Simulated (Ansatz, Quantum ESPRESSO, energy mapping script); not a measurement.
# Spin model of MnS from collinear orders, part 2 of 2

Wanted: the magnetic order of MnS, its couplings and an estimate of its ordering temperature, by PBE, QE, GBRV.

PBE; plane waves, collinear spin, no spin–orbit coupling.

So far. Step 3 (Order 2: compensated +−, cell A of 4 atoms): The run ends antiferromagnetic, 132.32 meV a magnetic atom below the parallel order of its cell. Step 4 (Parallel start in cell B (4 atoms)): The run ends ferromagnetic. For each magnetic atom its energy differs from the parallel run of the first cell by -1.01 meV, an error that one common reference would have brought in.

The database entry behind the starting cell differs from later determinations by our own check (an axis about 0.2 % short against later determinations), so it need not match the best structure at ambient conditions.

## Step 5: Compensated +− start in cell B (4 atoms)

Level of this step: PBE, GBRV potentials (Quantum ESPRESSO).

This order reverses 8 of the 12 neighbours at 3.68 Å, 0 of the 6 neighbours at 5.21 Å and 16 of the 24 neighbours at 6.38 Å, counted for an average magnetic atom.

Input file pw.in:

```
&control
  calculation = 'scf'
  prefix = 'pw'
  outdir = './tmp/'
  pseudo_dir = './pseudo/'
  verbosity = 'low'
/
&system
  ibrav = 0
  nat = 4
  ntyp = 3
  ecutwfc = 45
  ecutrho = 360
  nbnd = 33
  occupations = 'smearing'
  smearing = 'fd'
  degauss = 0.00367493
  nspin = 2
  starting_magnetization(1) = 0.3000
  starting_magnetization(2) = -0.3000
/
&electrons
  conv_thr = 1.0e-08
  electron_maxstep = 120
  mixing_beta = 0.3
  mixing_mode = 'plain'
/
ATOMIC_SPECIES
  Mn1 54.9380 Mn.upf
  Mn2 54.9380 Mn.upf
  S 32.0600 S.upf
CELL_PARAMETERS angstrom
  0.00000000 -2.60450000 -2.60450000
  0.00000000 2.60450000 -2.60450000
  5.20900000 0.00000000 0.00000000
ATOMIC_POSITIONS crystal
  Mn1 0.50000000 0.50000000 0.50000000
  Mn2 0.00000000 0.00000000 0.00000000
  S 0.50000000 0.50000000 0.00000000
  S 0.00000000 0.00000000 0.50000000
K_POINTS automatic
  6 6 4 0 0 0
```

Run with:

```sh
OMP_NUM_THREADS=1 mpirun -n 4 pw.x -nk 4 -in pw.in > pw.out
```

Log:

```text
[banner, memory and clock lines left out]
Program PWSCF v.7.5 starts
[...]
unit-cell volume          =     476.9026 (a.u.)^3
     number of atoms/cell      =            4
[...]
number of electrons       =        42.00
     number of Kohn-Sham states=           33
     kinetic-energy cutoff     =      45.0000  Ry
     charge density cutoff     =     360.0000  Ry
[...]
internal energy E=F+TS    =    -470.76116807 Ry
     The total energy is F=E-TS. E is the sum of the following terms:
     one-electron contribution =    -265.48828718 Ry
     hartree contribution      =     148.11128048 Ry
     xc contribution           =     -70.39759715 Ry
     ewald contribution        =    -282.98656422 Ry
     total magnetization       =    -0.00 Bohr mag/cell
     absolute magnetization    =     9.15 Bohr mag/cell
     convergence has been achieved in  12 iterations
[key lines of the parts left out:]
!    total energy              =    -470.76222506 Ry
the Fermi energy is    10.4952 ev
```

Run time: 24 s. Hardware: 4 MPI ranks of Arm Neoverse V2, shared host; peak memory 0.42 GiB; 95 s of CPU time.

The run ends antiferromagnetic, 31.61 meV a magnetic atom below the parallel order of its cell (energies taken at zero occupation width, not the printed F).

## Step 6: Parallel start in cell C (6 atoms)

A new cell needs its own zero of energy.

Input file pw.in:

```
&control
  calculation = 'scf'
  prefix = 'pw'
  outdir = './tmp/'
  pseudo_dir = './pseudo/'
  verbosity = 'low'
/
&system
  ibrav = 0
  nat = 6
  ntyp = 2
  ecutwfc = 45
  ecutrho = 360
  nbnd = 54
  occupations = 'smearing'
  smearing = 'fd'
  degauss = 0.00367493
  nspin = 2
  starting_magnetization(1) = 0.3000
/
&electrons
  conv_thr = 1.5e-08
  electron_maxstep = 120
  mixing_beta = 0.3
  mixing_mode = 'plain'
/
ATOMIC_SPECIES
  Mn 54.9380 Mn.upf
  S 32.0600 S.upf
CELL_PARAMETERS angstrom
  0.00000000 2.60450000 2.60450000
  -2.60450000 0.00000000 -2.60450000
  -5.20900000 -5.20900000 5.20900000
ATOMIC_POSITIONS crystal
  Mn 0.00000000 0.00000000 0.00000000
  Mn 0.33333333 0.66666667 0.66666667
  Mn 0.66666667 0.33333333 0.33333333
  S 0.66666667 0.33333333 0.83333333
  S 0.00000000 0.00000000 0.50000000
  S 0.33333333 0.66666667 0.16666667
K_POINTS automatic
  7 7 3 0 0 0
```

Log:

```text
[banner, memory and clock lines left out]
Program PWSCF v.7.5 starts
[...]
unit-cell volume          =     715.3539 (a.u.)^3
     number of atoms/cell      =            6
[...]
number of electrons       =        63.00
     number of Kohn-Sham states=           54
     kinetic-energy cutoff     =      45.0000  Ry
     charge density cutoff     =     360.0000  Ry
[...]
internal energy E=F+TS    =    -706.13480550 Ry
     The total energy is F=E-TS. E is the sum of the following terms:
     one-electron contribution =    -398.26761351 Ry
     hartree contribution      =     222.18346434 Ry
     xc contribution           =    -105.57080999 Ry
     ewald contribution        =    -424.47984633 Ry
     total magnetization       =    14.01 Bohr mag/cell
     absolute magnetization    =    14.01 Bohr mag/cell
     convergence has been achieved in  11 iterations
[key lines of the parts left out:]
!    total energy              =    -706.13628065 Ry
the Fermi energy is    10.3314 ev
```

The job ended after 40 s (4 MPI ranks; peak memory 0.71 GiB; 2.7 min of CPU time).

The run ends ferromagnetic. For each magnetic atom its energy differs from the parallel run of the first cell by -0.86 meV, an error that one common reference would have brought in.

## Step 7: Order 6: uncompensated ++−, cell C of 6 atoms

This order reverses 4 of the 12 neighbours at 3.68 Å, 4 of the 6 neighbours at 5.21 Å and 12 of the 24 neighbours at 6.38 Å, counted for an average magnetic atom.

pw.in, as its differences from that of step 6:

```diff
@@ -10,6 +10,6 @@
   nat = 6
-  ntyp = 2
+  ntyp = 3
   ecutwfc = 45
   ecutrho = 360
-  nbnd = 54
+  nbnd = 49
   occupations = 'smearing'
@@ -19,2 +19,3 @@
   starting_magnetization(1) = 0.3000
+  starting_magnetization(2) = -0.3000
 /
@@ -27,3 +28,4 @@
 ATOMIC_SPECIES
-  Mn 54.9380 Mn.upf
+  Mn1 54.9380 Mn.upf
+  Mn2 54.9380 Mn.upf
   S 32.0600 S.upf
@@ -34,5 +36,5 @@
 ATOMIC_POSITIONS crystal
-  Mn 0.00000000 0.00000000 0.00000000
-  Mn 0.33333333 0.66666667 0.66666667
-  Mn 0.66666667 0.33333333 0.33333333
+  Mn1 0.00000000 0.00000000 0.00000000
+  Mn1 0.33333333 0.66666667 0.66666667
+  Mn2 0.66666667 0.33333333 0.33333333
   S 0.66666667 0.33333333 0.83333333
```

Log:

```text
[banner, memory and clock lines left out]
Program PWSCF v.7.5 starts
[...]
unit-cell volume          =     715.3539 (a.u.)^3
     number of atoms/cell      =            6
[...]
number of electrons       =        63.00
     number of Kohn-Sham states=           49
     kinetic-energy cutoff     =      45.0000  Ry
     charge density cutoff     =     360.0000  Ry
[...]
internal energy E=F+TS    =    -706.15486252 Ry
     The total energy is F=E-TS. E is the sum of the following terms:
     one-electron contribution =    -398.48184388 Ry
     hartree contribution      =     222.44937767 Ry
     xc contribution           =    -105.64254997 Ry
     ewald contribution        =    -424.47984633 Ry
     total magnetization       =     4.96 Bohr mag/cell
     absolute magnetization    =    13.78 Bohr mag/cell
     convergence has been achieved in  12 iterations
[key lines of the parts left out:]
!    total energy              =    -706.15518362 Ry
the Fermi energy is    10.1875 ev
```

It took 42 s on 4 MPI ranks; peak memory 0.78 GiB; 2.8 min of CPU time.

The run ends ferrimagnetic, 88.35 meV a magnetic atom below the parallel order of its cell (energies taken at zero occupation width, not the printed F).

## Step 8: Run 7 (parallel; cell D, 6 atoms)

The parallel order again, as the reference for this cell.

This run holds the same structure in another cell (b 3.683 → 5.209 Å, c 9.022 → 6.380 Å, α 90.0 → 114.1°, β 90.0 → 106.8°, γ 120.0 → 90.0°).

Input file pw.in:

```
&control
  calculation = 'scf'
  prefix = 'pw'
  outdir = './tmp/'
  pseudo_dir = './pseudo/'
  verbosity = 'low'
/
&system
  ibrav = 0
  nat = 6
  ntyp = 2
  ecutwfc = 45
  ecutrho = 360
  nbnd = 54
  occupations = 'smearing'
  smearing = 'fd'
  degauss = 0.00367493
  nspin = 2
  starting_magnetization(1) = 0.3000
/
&electrons
  conv_thr = 1.5e-08
  electron_maxstep = 120
  mixing_beta = 0.3
  mixing_mode = 'plain'
/
ATOMIC_SPECIES
  Mn 54.9380 Mn.upf
  S 32.0600 S.upf
CELL_PARAMETERS angstrom
  0.00000000 -2.60450000 -2.60450000
  -5.20900000 0.00000000 0.00000000
  2.60450000 5.20900000 -2.60450000
ATOMIC_POSITIONS crystal
  Mn 0.66666667 0.66666667 0.33333333
  Mn 0.33333333 0.33333333 0.66666667
  Mn 0.00000000 0.00000000 0.00000000
  S 0.66666667 0.16666667 0.33333333
  S 0.33333333 0.83333333 0.66666667
  S 0.00000000 0.50000000 0.00000000
K_POINTS automatic
  6 6 6 0 0 0
```

Log:

```text
[banner, memory and clock lines left out]
Program PWSCF v.7.5 starts
[...]
unit-cell volume          =     715.3539 (a.u.)^3
     number of atoms/cell      =            6
[...]
number of electrons       =        63.00
     number of Kohn-Sham states=           54
     kinetic-energy cutoff     =      45.0000  Ry
     charge density cutoff     =     360.0000  Ry
[...]
internal energy E=F+TS    =    -706.13456779 Ry
     The total energy is F=E-TS. E is the sum of the following terms:
     one-electron contribution =    -398.25768775 Ry
     hartree contribution      =     222.18437791 Ry
     xc contribution           =    -105.58141162 Ry
     ewald contribution        =    -424.47984633 Ry
     total magnetization       =    14.07 Bohr mag/cell
     absolute magnetization    =    14.07 Bohr mag/cell
     convergence has been achieved in  11 iterations
[key lines of the parts left out:]
!    total energy              =    -706.13590053 Ry
the Fermi energy is    10.3205 ev
```

The job ended after 94 s (4 MPI ranks; peak memory 0.9 GiB).

The run ends ferromagnetic. For each magnetic atom its energy differs from the parallel run of the first cell by 0.54 meV, an error that one common reference would have brought in.

## Step 9: Uncompensated ++− start in cell D (6 atoms)

This order reverses 6.67 of the 12 neighbours at 3.68 Å, 2.67 of the 6 neighbours at 5.21 Å and 8 of the 24 neighbours at 6.38 Å, counted for an average magnetic atom.

pw.in, as its differences from that of step 8:

```diff
@@ -10,6 +10,6 @@
   nat = 6
-  ntyp = 2
+  ntyp = 3
   ecutwfc = 45
   ecutrho = 360
-  nbnd = 54
+  nbnd = 49
   occupations = 'smearing'
@@ -19,2 +19,3 @@
   starting_magnetization(1) = 0.3000
+  starting_magnetization(2) = -0.3000
 /
@@ -27,3 +28,4 @@
 ATOMIC_SPECIES
-  Mn 54.9380 Mn.upf
+  Mn1 54.9380 Mn.upf
+  Mn2 54.9380 Mn.upf
   S 32.0600 S.upf
@@ -34,5 +36,5 @@
 ATOMIC_POSITIONS crystal
-  Mn 0.66666667 0.66666667 0.33333333
-  Mn 0.33333333 0.33333333 0.66666667
-  Mn 0.00000000 0.00000000 0.00000000
+  Mn1 0.66666667 0.66666667 0.33333333
+  Mn1 0.33333333 0.33333333 0.66666667
+  Mn2 0.00000000 0.00000000 0.00000000
   S 0.66666667 0.16666667 0.33333333
```

Log:

```text
[banner, memory and clock lines left out]
Program PWSCF v.7.5 starts
[...]
unit-cell volume          =     715.3539 (a.u.)^3
     number of atoms/cell      =            6
[...]
number of electrons       =        63.00
     number of Kohn-Sham states=           49
     kinetic-energy cutoff     =      45.0000  Ry
     charge density cutoff     =     360.0000  Ry
[...]
internal energy E=F+TS    =    -706.15202425 Ry
     The total energy is F=E-TS. E is the sum of the following terms:
     one-electron contribution =    -398.37072706 Ry
     hartree contribution      =     222.33668184 Ry
     xc contribution           =    -105.63813271 Ry
     ewald contribution        =    -424.47984633 Ry
     total magnetization       =     4.96 Bohr mag/cell
     absolute magnetization    =    13.74 Bohr mag/cell
     convergence has been achieved in  11 iterations
[key lines of the parts left out:]
!    total energy              =    -706.15231360 Ry
the Fermi energy is    10.3491 ev
```

The job ended after 87 s (4 MPI ranks; peak memory 0.9 GiB).

The run ends ferrimagnetic, 76.80 meV a magnetic atom below the parallel order of its cell (energies taken at zero occupation width, not the printed F).

## Step 10: The fit

Each energy difference is a sum of couplings weighted by the pairs that the order reverses. A few near shells are fitted to the differences by least squares. Energies are those extrapolated to zero occupation width, not the free energies F.

The orders that converged (zero: parallel moments in the same cell):

| order | atoms | energy (meV a magnetic atom) | moments (μB) | moments kept as typed | opposed neighbours at 3.68, 5.21, 6.38 Å |
| --- | --- | --- | --- | --- | --- |
| parallel in cell A | 4 | 0.00 | 4.21 | yes | 0, 0, 0 |
| compensated +− in cell A | 4 | -132.32 | 4.17 | yes | 6, 6, 12 |
| parallel in cell B | 4 | 0.00 | 4.21 | yes | 0, 0, 0 |
| compensated +− in cell B | 4 | -31.61 | 4.21 | yes | 8, 0, 16 |
| parallel in cell C | 6 | 0.00 | 4.19 | yes | 0, 0, 0 |
| uncompensated ++− in cell C | 6 | -88.35 | 4.14 to 4.25 | yes | 4, 4, 12 |
| parallel in cell D | 6 | 0.00 | 4.20 | yes | 0, 0, 0 |
| uncompensated ++− in cell D | 6 | -76.80 | 4.15 to 4.25 | yes | 6.67, 2.67, 8 |

The Heisenberg fit (each pair counts twice, positive J is ferromagnetic):

| pair | distance (Å) | neighbours | J (meV) |
| --- | --- | --- | --- |
| Mn–Mn | 3.68 | 12 | -2.23 |
| Mn–Mn | 5.21 | 6 | -9.09 |
| Mn–Mn | 6.38 | 24 | 0.120 |

Adding the shell at 7.37 Å gives -2.1, -9.1, 0.082 and -0.099 meV and a mean-field temperature of 411 K, an exact solve that tests nothing.

Limits of this fit: some orders are gapless and others have a gap.

In mean field these couplings order at 422 K, at q = (0.50, 0.50, 0.50) in fractions of the conventional cell's reciprocal vectors, and give a Curie–Weiss temperature of -607 K.

## Step 11: Ordering temperature by Monte Carlo

Mean field ignores fluctuations and overstates the ordering temperature, so the model is also sampled. The heat capacity peaks where order sets in.

Classical unit spins with these couplings on 8×8×4 copies of a cell that holds the lowest order (512 spins), heat-bath sweeps, cooled from random directions, 1009 sweeps to settle and 3027 measured at each temperature, averaged over 4 runs.

| T (K) | order along the lowest pattern | net moment | heat capacity (k_B a spin) |
| --- | --- | --- | --- |
| 50.6 | 0.41 | 0.01 | 1.05 |
| 86.6 | 0.46 | 0.01 | 1.11 |
| 141 | 0.37 | 0.01 | 1.19 |
| 176 | 0.37 | 0.02 | 1.21 |
| 212 | 0.34 | 0.02 | 1.37 |
| 266 | 0.28 | 0.02 | 1.79 |
| 284 | 0.25 | 0.02 | 1.88 |
| 302 | 0.21 | 0.02 | 1.81 |
| 338 | 0.16 | 0.02 | 1.21 |
| 374 | 0.12 | 0.02 | 0.68 |
| 428 | 0.09 | 0.03 | 0.38 |
| 464 | 0.08 | 0.03 | 0.30 |

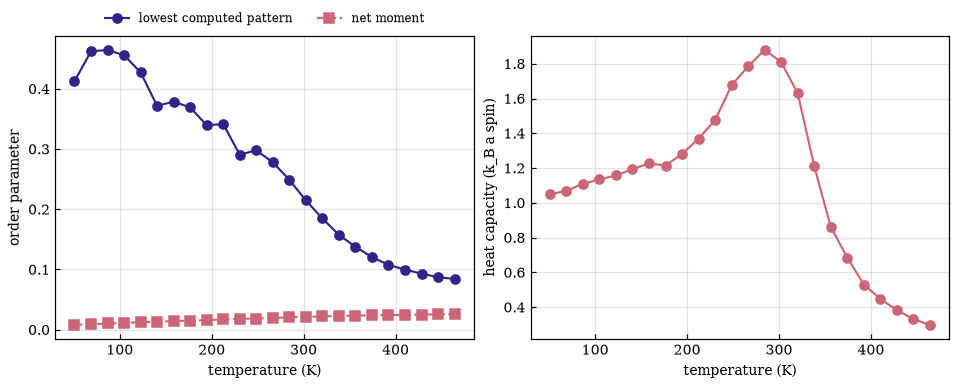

Order parameter and heat capacity against temperature.

The smoothed heat capacity peaks at 284 K. The order column follows one pattern alone; equivalent domains or another pattern share the rest.

## Step 12: Beside the first set of runs

The first set of orders, under PBE+U (3.6 eV), QE, GBRV, took 27 min of CPU time summed over its finished orders (seed run apart), these 25 min.

| quantity | this set | first set |
| --- | --- | --- |
| J at 3.68 Å, meV | -2.23 | -1.39 |
| J at 5.21 Å, meV | -9.09 | -4.13 |
| J at 6.38 Å, meV | 0.120 | -0.0923 |
| ordering temperature, mean field, K | 422 | 192 |
| heat-capacity peak, Monte Carlo, K | 284 | 129 |

The coupling that led in the first set goes from -4.13 to -9.09 meV.

## Step 13: Outcome

- lowest order tried: compensated +− in cell A
- largest fitted value, Mn–Mn at 5.21 Å: -9.09 meV
- ordering temperature, mean field: 422 K
- heat-capacity peak, Monte Carlo: 284 K

What this shows: Of the orders tried, MnS prefers the order “compensated +− in cell A” under PBE, QE, GBRV, with 6 of 12 neighbours at 3.68 Å, 6 of 6 neighbours at 5.21 Å and 12 of 24 neighbours at 6.38 Å opposed, and the heat capacity of the fitted model peaks near 284 K (Monte Carlo, classical spins). The coupling at 5.21 Å is 2.2 times that of the first set, at 0.94 times the CPU time. The largest fitted coupling is the Mn–Mn pair at 5.21 Å, antiferromagnetic at -9.1 meV, across a ligand at about 180°. The orders also reverse pairs at 7.37 Å, which are not fitted, so the fitted values hold their part too. With 4 differences for 3 couplings the fit misses by 0.66 meV at most, a small part of the spread. In the fitted orders moments change by up to 1.3 % against the parallel run of the same cell, so their size stays put. The fit is in doubt: some orders are gapless and others have a gap. The couplings are then rough, the small ones most of all. Monte Carlo puts the peak at 0.67 of the mean-field temperature, since mean field leaves out fluctuations. In tests on simple cubic and body-centred models such peaks lay 5 to 6 % under the bulk value. On cooling, the order along the one computed pattern stays at or under 0.46: the model settles in an equivalent domain, a degenerate mixture or another order.

1 further run of the session is left out of this account and of its counts and ranges: runs hit by known faults of a program or its files, repeats, responses too ill-conditioned to give a U, cells squeezed past sense, harmless faults, or fits whose shells could not be counted again from the structure.

Comparison with the measured values:

```
                             quantity  measured  PBE, QE, GBRV, Monte Carlo
ordering temperature (spin model) (K)       150               284 (+89.6 %)
```

Measured values from arxiv:1108.4537 (2011).

**Verdict.** The ordering temperature is off by +89.6 %: a clear miss. No cell relaxation is part of this session.

[Logs and program files are shortened in this print: banners, set-up blocks, solver, clock and traceback lines can be left out without a mark of their own.]

[Logs are printed without paths, hosts, clocks, repeated set-up lines and the standing remarks that a program may print on its own settings, such as how far it seeks lower states.]

[Hosts, paths, dates, database ids (printed as entryN), source tags and the programs' standing remarks are cut or masked in the printed files.]

[Where a cell is said to come from a database of computed structures, the database is the Materials Project.]
